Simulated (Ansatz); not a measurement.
# GeH2S: a spread of methods and bases

Aim: run GeH2S under a spread of inputs, and see what each costs and gives.

Program: Ansatz 0.2.0, Gaussian basis. Level of theory: the settings change from run to run. These are calculated values, not measurements.

**1. The molecule**

The structure was relaxed beforehand with PBE0-D4 in a triple-zeta def2 set.

4 atoms, charge 0, spin multiplicity 1.

Atoms are counted from 1 here; the program's logs count them from 0.

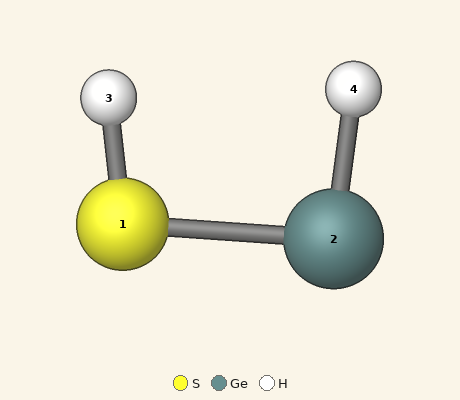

The geometry (sulfur yellow, germanium teal, hydrogen white); atoms are numbered from 1 in the order of the file.

**2. BLYP/cc-pVTZ**

Options: unrestricted orbitals, a point charge of 2.00 e beside it, D3(BJ) dispersion, the search for lower states set to full.

File in.yaml:

```yaml
crystal:
  periodic: [false, false, false]
  atoms:
    - {symbol: S, position_ang: [-0.443273, -1.201847, 0.271669]}
    - {symbol: Ge, position_ang: [-0.841670, 0.737867, -0.743626]}
    - {symbol: H, position_ang: [0.779209, -0.962093, 0.771177]}
    - {symbol: H, position_ang: [0.561234, 1.365874, -0.319420]}
basis:
  gaussian: {orbitals: cc-pVTZ, point_charges: [{charge: 2.00, position_ang: [4.518, 0.467, 0.039]}]}
magnetization: {spin_polarized: true, initial_magnetization: 0}
hamiltonian: {xc: {name: BLYP}, dispersion: d3bj}
scf: {lower_state_search: full}
output: {forces: true}
```

Started as:

```sh
> ansatz run in.yaml --threads 2 --pin off --events-out ev --progress --plain --max-ram 32768MiB --backend cpu
```

Output:

```text
Functional definition: BLYP
  name "BLYP"
  cite "Becke, Phys. Rev. A 38, 3098 (1988) doi:10.1103/PhysRevA.38.3098"
  cite "Lee, Yang & Parr, Phys. Rev. B 37, 785 (1988) doi:10.1103/PhysRevB.37.785"
  parameter beta = 0.0042
  parameter a = 0.04918
  parameter b = 0.132
  parameter c = 0.2533
  parameter d = 0.349
  exchange = b88_x(beta = beta)
  correlation = lyp_c(a = a, b = b, c = c, d = d)
745 factors; their error is unknown
mean field evaluation 1: about -67387.2924 eV, gradient 2.1e1 eV
mean field evaluation 2: about -67380.5037 eV, gradient 3.8e1 eV
mean field evaluation 4: about -67389.5392 eV, gradient 2.8e0 eV
mean field evaluation 8: about -67389.5733 eV, gradient 1.0e-1 eV
mean field evaluation 16: about -67389.5733 eV, gradient 3.6e-5 eV
mean field -67389.57329807 eV, -2476.5211404108 hartree, gradient 3.6e-5 eV, S^2 0.000000; 0 other end points of the search recorded, 0 dependent functions left out
the calculation of the forces begins
reference -67389.57357844 eV, -2476.5211507140 hartree; 25, 25 occupied and 80, 80 virtual orbitals, 745 factors
Total energy: -67389.75520108 eV, -2476.5278252230 hartree
Atom 0 at    -0.443273    -1.201847     0.271669 Å, force    -0.057742    -0.826014     0.201144 eV/Å
Atom 1 at    -0.841670     0.737867    -0.743626 Å, force    -1.028417     0.565434    -0.614486 eV/Å
Atom 2 at     0.779209    -0.962093     0.771177 Å, force     0.293415     0.017795     0.244732 eV/Å
Atom 3 at     0.561234     1.365874    -0.319420 Å, force     1.038278     0.169140     0.188636 eV/Å
Dipole moment:    -0.437318     0.015849    -0.083083 e Å
```

Run time: 3.8 s. Hardware: 2 threads, shared host.

Largest force 1.325 eV/Å, dipole 2.14 D, ⟨S²⟩ 0.000.

**3. B2PLYP/def2-SVP**

Options: a point charge of 1.00 e beside it, high accuracy.

File in.yaml:

```yaml
crystal:
  periodic: [false, false, false]
  atoms:
    - {symbol: S, position_ang: [-0.443273, -1.201847, 0.271669]}
    - {symbol: Ge, position_ang: [-0.841670, 0.737867, -0.743626]}
    - {symbol: H, position_ang: [0.779209, -0.962093, 0.771177]}
    - {symbol: H, position_ang: [0.561234, 1.365874, -0.319420]}
basis:
  gaussian: {orbitals: def2-SVP, point_charges: [{charge: 1.00, position_ang: [5.110, 0.475, -0.744]}]}
hamiltonian: {xc: {name: B2PLYP}}
accuracy: high
output: {forces: true}
```

Same command.

Output (excerpt; [...] marks lines left out):

```text
Functional definition: B2PLYP
  name "B2PLYP"
  cite "Grimme, J. Chem. Phys. 124, 034108 (2006) doi:10.1063/1.2148954"
  cite "Becke, Phys. Rev. A 38, 3098 (1988) doi:10.1103/PhysRevA.38.3098"
  cite "Lee, Yang & Parr, Phys. Rev. B 37, 785 (1988) doi:10.1103/PhysRevB.37.785"
[...]
1133 factors; integrals over basis functions are off by at most 3.8e-9 eV
[...]
mean field -67358.28630475 eV, -2475.3713646133 hartree, gradient 5.0e-8 eV, S^2 0.000000; 0 other end points of the search recorded, 0 dependent functions left out
14 core orbitals not correlated: weight in the atoms' cores, before any rotation towards them, 1.000 or more for the frozen orbitals, at most 0.000 for the correlated occupied ones
reference -67358.28632495 eV, -2475.3713653556 hartree; 11, 11 occupied and 35, 35 virtual orbitals, 1133 factors
second order -11.57844450 eV of doubles, -0.00000000 eV of singles
[...]
Total energy: -67361.41250496 eV, -2475.4862503522 hartree
Atom 0 at    -0.443273    -1.201847     0.271669 Å, force    -0.043270    -0.281264     0.033473 eV/Å
Atom 1 at    -0.841670     0.737867    -0.743626 Å, force    -0.256525     0.212714    -0.151752 eV/Å
Atom 2 at     0.779209    -0.962093     0.771177 Å, force     0.089906     0.019431     0.109925 eV/Å
Atom 3 at     0.561234     1.365874    -0.319420 Å, force     0.220666     0.030617     0.012170 eV/Å
Dipole moment:     0.006061     0.073932     0.029827 e Å
```

Wall time 13 s (2 threads, shared host).

Largest force 0.366 eV/Å, dipole 0.38 D.

**4. PBE-QIDH/def2-SVPD**

Options: atoms shaken by 0.03 Å.

File in.yaml:

```yaml
crystal:
  periodic: [false, false, false]
  atoms:
    - {symbol: S, position_ang: [-0.468428, -1.189905, 0.281058]}
    - {symbol: Ge, position_ang: [-0.810957, 0.701798, -0.767895]}
    - {symbol: H, position_ang: [0.728197, -0.976538, 0.773299]}
    - {symbol: H, position_ang: [0.526419, 1.313114, -0.343871]}
basis:
  gaussian: {orbitals: def2-SVPD}
hamiltonian: {xc: {name: PBE-QIDH}}
```

Same command.

Output (excerpt; [...] marks lines left out):

```text
Functional definition: PBE-QIDH
  name "PBE-QIDH"
  cite "Brémond, Sancho-García, Pérez-Jiménez & Adamo, J. Chem. Phys. 141, 031101 (2014) doi:10.1063/1.4890314"
  cite "Perdew, Burke & Ernzerhof, Phys. Rev. Lett. 77, 3865 (1996) doi:10.1103/PhysRevLett.77.3865"
[...]
773 factors; integrals over basis functions are off by at most 1.2e-3 eV
[...]
mean field -67349.11226309 eV, -2475.0342248008 hartree, gradient 3.2e-6 eV, S^2 0.000000; 0 other end points of the search recorded, 0 dependent functions left out
14 core orbitals not correlated: weight in the atoms' cores, before any rotation towards them, 1.000 or more for the frozen orbitals, at most 0.000 for the correlated occupied ones
reference -67349.11227613 eV, -2475.0342252798 hartree; 11, 11 occupied and 56, 56 virtual orbitals, 773 factors
second order -11.13788455 eV of doubles, -0.00000000 eV of singles
Total energy: -67352.82490431 eV, -2475.1706618489 hartree
```

It took 2.7 s on 2 threads, shared host.

**5. r2SCANh/aug-cc-pVDZ**

This run has multiplicity 3, density fitting with cc-pVTZ-jkfit, D3(BJ) with three-body dispersion, high accuracy, the search for lower states set to full.

File in.yaml:

```yaml
crystal:
  periodic: [false, false, false]
  atoms:
    - {symbol: S, position_ang: [-0.443273, -1.201847, 0.271669]}
    - {symbol: Ge, position_ang: [-0.841670, 0.737867, -0.743626]}
    - {symbol: H, position_ang: [0.779209, -0.962093, 0.771177]}
    - {symbol: H, position_ang: [0.561234, 1.365874, -0.319420]}
basis:
  gaussian: {orbitals: aug-cc-pVDZ, fitting: {mean_field: cc-pVTZ-jkfit}}
magnetization: {spin_polarized: true, initial_magnetization: 2}
hamiltonian: {xc: {name: r2SCANh}, dispersion: d3bjatm}
accuracy: high
scf: {lower_state_search: full}
output: {forces: true}
```

The command is unchanged.

Output (excerpt; [...] marks lines left out):

```text
Functional definition: r2SCANh
  name "r2SCANh"
  cite "Bursch, Neugebauer, Ehlert & Grimme, J. Chem. Phys. 156, 134105 (2022) doi:10.1063/5.0086040"
  cite "Furness, Kaplan, Ning, Perdew & Sun, J. Phys. Chem. Lett. 11, 8208 (2020) doi:10.1021/acs.jpclett.0c02405"
  cite "Furness, Kaplan, Ning, Perdew & Sun, J. Phys. Chem. Lett. 11, 9248 (2020) doi:10.1021/acs.jpclett.0c03077"
  parent r2scan
[...]
388 factors; integrals over basis functions are off by at most 3.5e-1 eV
[...]
mean field -67382.00586891 eV, -2476.2430425186 hartree, gradient 9.6e-8 eV, S^2 2.005459; 2 other end points of the search recorded, 0 dependent functions left out
[...]
reference -67382.00587932 eV, -2476.2430429010 hartree; 26, 24 occupied and 55, 57 virtual orbitals, 388 factors
Total energy: -67382.02708397 eV, -2476.2438221576 hartree
Atom 0 at    -0.443273    -1.201847     0.271669 Å, force    -1.076551    -1.396066     0.060742 eV/Å
Atom 1 at    -0.841670     0.737867    -0.743626 Å, force     1.532218     0.237205     0.652829 eV/Å
Atom 2 at     0.779209    -0.962093     0.771177 Å, force     0.264462     0.535828    -0.096435 eV/Å
Atom 3 at     0.561234     1.365874    -0.319420 Å, force    -0.720129     0.623033    -0.617135 eV/Å
Dipole moment:     0.068948     0.238780    -0.066994 e Å
```

Run time: 26 s. Hardware: 2 threads, shared host.

Largest force 1.764 eV/Å, dipole 1.24 D, ⟨S²⟩ 2.005.

**6. rPW86-PBE/STO-3G**

Options: unrestricted orbitals.

File in.yaml:

```yaml
crystal:
  periodic: [false, false, false]
  atoms:
    - {symbol: S, position_ang: [-0.443273, -1.201847, 0.271669]}
    - {symbol: Ge, position_ang: [-0.841670, 0.737867, -0.743626]}
    - {symbol: H, position_ang: [0.779209, -0.962093, 0.771177]}
    - {symbol: H, position_ang: [0.561234, 1.365874, -0.319420]}
basis:
  gaussian: {orbitals: STO-3G}
magnetization: {spin_polarized: true, initial_magnetization: 0}
hamiltonian: {xc: {name: rPW86-PBE}}
```

Same command.

Output (excerpt; [...] marks lines left out):

```text
Functional definition: rPW86-PBE
  name "rPW86-PBE"
  cite "Murray, Lee & Langreth, J. Chem. Theory Comput. 5, 2754 (2009) doi:10.1021/ct900365q"
  cite "Perdew, Burke & Ernzerhof, Phys. Rev. Lett. 77, 3865 (1996) doi:10.1103/PhysRevLett.77.3865"
  parent pbe
[...]
298 factors; integrals over basis functions are off by at most 2.1e-5 eV
[...]
mean field -66642.14383709 eV, -2449.0536143455 hartree, gradient 1.5e-6 eV, S^2 0.037204; 9 other end points of the search recorded, 0 dependent functions left out
reference -66642.14389203 eV, -2449.0536163646 hartree; 25, 25 occupied and 4, 4 virtual orbitals, 298 factors
Total energy: -66642.14389203 eV, -2449.0536163646 hartree
```

It took 15 s on 2 threads, shared host.

⟨S²⟩ 0.037.

**7. PBE/x2c-TZVPPall**

This run has charge +1, multiplicity 2, a grid of angular degree 47, a point charge of -1.00 e beside it, D3(BJ) with three-body dispersion, the search for lower states set to light.

Edit in.yaml of step 6 so:

```diff
@@ -8,4 +8,7 @@
 basis:
-  gaussian: {orbitals: STO-3G}
-magnetization: {spin_polarized: true, initial_magnetization: 0}
-hamiltonian: {xc: {name: rPW86-PBE}}
+  gaussian: {orbitals: x2c-TZVPPall, final_grid: {core_spheres: 20, valence_spheres: 16, degree: 47}, point_charges: [{charge: -1.00, position_ang: [5.657, 0.240, 0.713]}]}
+total_charge: 1
+magnetization: {spin_polarized: true, initial_magnetization: 1}
+hamiltonian: {xc: {name: PBE}, dispersion: d3bjatm}
+scf: {lower_state_search: light}
+output: {forces: true}
```

The command is unchanged.

Output (excerpt; [...] marks lines left out):

```text
Functional definition: PBE
  name "PBE"
  cite "Perdew, Burke & Ernzerhof, Phys. Rev. Lett. 77, 3865 (1996) doi:10.1103/PhysRevLett.77.3865"
  parent pbe
[...]
790 factors; their error is unknown
[...]
mean field -67990.12621439 eV, -2498.5910530161 hartree, gradient 1.1e-5 eV, S^2 0.757727; 4 other end points of the search recorded, 0 dependent functions left out
[...]
reference -67990.12624528 eV, -2498.5910541512 hartree; 25, 24 occupied and 93, 94 virtual orbitals, 790 factors
Total energy: -67990.20263694 eV, -2498.5938614931 hartree
Relativity: scalar
Atom 0 at    -0.443273    -1.201847     0.271669 Å, force    -1.597935    -0.265153    -0.670131 eV/Å
Atom 1 at    -0.841670     0.737867    -0.743626 Å, force     1.355002    -1.253590     1.136715 eV/Å
Atom 2 at     0.779209    -0.962093     0.771177 Å, force     0.668126     0.661425    -0.009979 eV/Å
Atom 3 at     0.561234     1.365874    -0.319420 Å, force    -0.037832     0.864450    -0.404236 eV/Å
Dipole moment:     0.308134     0.313699    -0.012550 e Å
```

Wall time 8.5 s (2 threads, shared host).

Largest force 2.168 eV/Å, ⟨S²⟩ 0.758.

**8. wB97/aug-cc-pVTZ**

Options: the search for lower states set to light.

File in.yaml:

```yaml
crystal:
  periodic: [false, false, false]
  atoms:
    - {symbol: S, position_ang: [-0.443273, -1.201847, 0.271669]}
    - {symbol: Ge, position_ang: [-0.841670, 0.737867, -0.743626]}
    - {symbol: H, position_ang: [0.779209, -0.962093, 0.771177]}
    - {symbol: H, position_ang: [0.561234, 1.365874, -0.319420]}
basis:
  gaussian: {orbitals: aug-cc-pVTZ}
hamiltonian: {xc: {name: wB97}}
scf: {lower_state_search: light}
```

Launched as before.

Output (excerpt; [...] marks lines left out):

```text
Functional definition: wB97
  name "wB97"
  cite "Chai & Head-Gordon, J. Chem. Phys. 128, 084106 (2008) doi:10.1063/1.2834918"
  cite "Becke, J. Chem. Phys. 107, 8554 (1997) doi:10.1063/1.475007"
[...]
  # The coefficients of nought are those of the uniform gas.
[...]
      + integral(e_c_pw_opposite_spin*poly(b97_u_opposite, 1, cos1, cos2, cos3, cos4))
900 factors; their error is unknown
350 factors; integrals over basis functions are off by at most 8.6e-5 eV
[...]
mean field -67391.54133588 eV, -2476.5934644661 hartree, gradient 6.2e-5 eV, S^2 0.000000; 0 other end points of the search recorded, 0 dependent functions left out
reference -67391.54132219 eV, -2476.5934639633 hartree; 25, 25 occupied and 130, 130 virtual orbitals, 900 factors
Total energy: -67391.54132219 eV, -2476.5934639633 hartree
```

Run time: 14 s. Hardware: 2 threads, shared host.

**9. wB97/def2-TZVP**

Set apart from the defaults: a grid of angular degree 11, finite nuclei.

Edit in.yaml of step 8 so:

```diff
@@ -8,4 +8,4 @@
 basis:
-  gaussian: {orbitals: aug-cc-pVTZ}
+  gaussian: {orbitals: def2-TZVP, final_grid: {core_spheres: 5, valence_spheres: 4, degree: 11}, nuclear_model: gaussian}
 hamiltonian: {xc: {name: wB97}}
-scf: {lower_state_search: light}
+output: {forces: true}
```

Launched as before.

Output (excerpt; [...] marks lines left out):

```text
Functional definition: wB97
  name "wB97"
  cite "Chai & Head-Gordon, J. Chem. Phys. 128, 084106 (2008) doi:10.1063/1.2834918"
  cite "Becke, J. Chem. Phys. 107, 8554 (1997) doi:10.1063/1.475007"
[...]
  # The coefficients of nought are those of the uniform gas.
[...]
      + integral(e_c_pw_opposite_spin*poly(b97_u_opposite, 1, cos1, cos2, cos3, cos4))
707 factors; their error is unknown
203 factors; integrals over basis functions are off by at most 3.6e-5 eV
[...]
mean field -67390.13185771 eV, -2476.5416670990 hartree, gradient 9.0e-5 eV, S^2 0.000000; 0 other end points of the search recorded, 0 dependent functions left out
[...]
reference -67390.13185107 eV, -2476.5416668550 hartree; 25, 25 occupied and 72, 72 virtual orbitals, 707 factors
Total energy: -67390.13185107 eV, -2476.5416668550 hartree
Atom 0 at    -0.443273    -1.201847     0.271669 Å, force     0.150655     0.331650    -0.066116 eV/Å
Atom 1 at    -0.841670     0.737867    -0.743626 Å, force     0.224646    -0.202189     0.195868 eV/Å
Atom 2 at     0.779209    -0.962093     0.771177 Å, force    -0.198834    -0.071302    -0.067561 eV/Å
Atom 3 at     0.561234     1.365874    -0.319420 Å, force    -0.176466    -0.058159    -0.062191 eV/Å
Dipole moment:     0.145098     0.188807    -0.008459 e Å
```

Run time: 2.6 s. Hardware: 2 threads, shared host.

Largest force 0.370 eV/Å, dipole 1.14 D.

**10. r2SCAN0/def2-SVPD**

This run has charge +1, multiplicity 2, atoms shaken by 0.15 Å, the search for lower states set to full.

File in.yaml:

```yaml
crystal:
  periodic: [false, false, false]
  atoms:
    - {symbol: S, position_ang: [-0.360680, -1.185386, 0.098144]}
    - {symbol: Ge, position_ang: [-0.632399, 0.917826, -0.733902]}
    - {symbol: H, position_ang: [0.797433, -0.913086, 0.880752]}
    - {symbol: H, position_ang: [0.361934, 1.513647, -0.032807]}
basis:
  gaussian: {orbitals: def2-SVPD}
total_charge: 1
magnetization: {spin_polarized: true, initial_magnetization: 1}
hamiltonian: {xc: {name: r2SCAN0}}
scf: {lower_state_search: full}
output: {forces: true}
```

Same command.

Output (excerpt; [...] marks lines left out):

```text
Functional definition: r2SCAN0
  name "r2SCAN0"
  cite "Bursch, Neugebauer, Ehlert & Grimme, J. Chem. Phys. 156, 134105 (2022) doi:10.1063/5.0086040"
  cite "Furness, Kaplan, Ning, Perdew & Sun, J. Phys. Chem. Lett. 11, 8208 (2020) doi:10.1021/acs.jpclett.0c02405"
  cite "Furness, Kaplan, Ning, Perdew & Sun, J. Phys. Chem. Lett. 11, 9248 (2020) doi:10.1021/acs.jpclett.0c03077"
  parent r2scan
[...]
776 factors; integrals over basis functions are off by at most 7.1e-4 eV
[...]
mean field -67364.33373409 eV, -2475.5936035424 hartree, gradient 6.1e-5 eV, S^2 0.761326; 9 other end points of the search recorded, 0 dependent functions left out
[...]
reference -67364.33375670 eV, -2475.5936043733 hartree; 25, 24 occupied and 56, 57 virtual orbitals, 776 factors
Total energy: -67364.33375670 eV, -2475.5936043733 hartree
Atom 0 at    -0.360680    -1.185386     0.098144 Å, force     0.309378     1.369943    -0.247482 eV/Å
Atom 1 at    -0.632399     0.917826    -0.733902 Å, force    -2.514465    -4.571823    -0.929014 eV/Å
Atom 2 at     0.797433    -0.913086     0.880752 Å, force    -1.212058     0.111409    -0.933341 eV/Å
Atom 3 at     0.361934     1.513647    -0.032807 Å, force     3.417145     3.090471     2.109837 eV/Å
Dipole moment:     0.137550     0.413023    -0.012948 e Å
```

Wall time 35 s (2 threads, shared host).

Largest force 5.300 eV/Å, ⟨S²⟩ 0.761.

**11. All runs side by side**

```csv
level,charge,multiplicity,geometry,functions,energy (eV),time
BLYP/cc-pVTZ,0,1,"relaxed, point charge",105,-67389.755,3.8 s
B2PLYP/def2-SVP,0,1,"relaxed, point charge",60,-67361.413,13 s
PBE-QIDH/def2-SVPD,0,1,shaken,81,-67352.825,2.7 s
r2SCANh/aug-cc-pVDZ,0,3,relaxed,81,-67382.027,26 s
rPW86-PBE/STO-3G,0,1,relaxed,29,-66642.144,15 s
PBE/x2c-TZVPPall,1,2,"relaxed, point charge",118,-67990.203,8.5 s
wB97/aug-cc-pVTZ,0,1,relaxed,155,-67391.541,14 s
wB97/def2-TZVP,0,1,relaxed,97,-67390.132,2.6 s
r2SCAN0/def2-SVPD,1,2,shaken,81,-67364.334,35 s
```

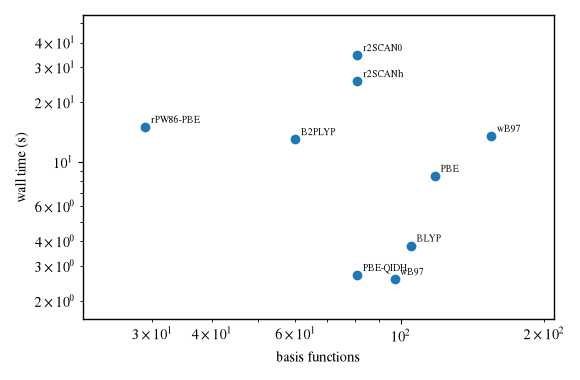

Wall time against the number of basis functions (shared host).

**12. Results**

| quantity | value |
| --- | --- |
| runs | 9 |
| quickest | wB97/def2-TZVP, 2.6 s |
| slowest | r2SCAN0/def2-SVPD, 35 s |
| spread of total energies, same state and geometry | 749.4 eV |

**Reading.** r2SCAN0/def2-SVPD took 13 times as long as wB97/def2-TZVP. The jobs differ in tasks and options as well as level. The totals spread over 749 eV; they can't be compared across methods or bases. At the PBE0-D4/def2-TZVP geometry and in the same state, runs without warnings or point charges leave forces up to 0.37 eV/Å (wB97/def2-TZVP).
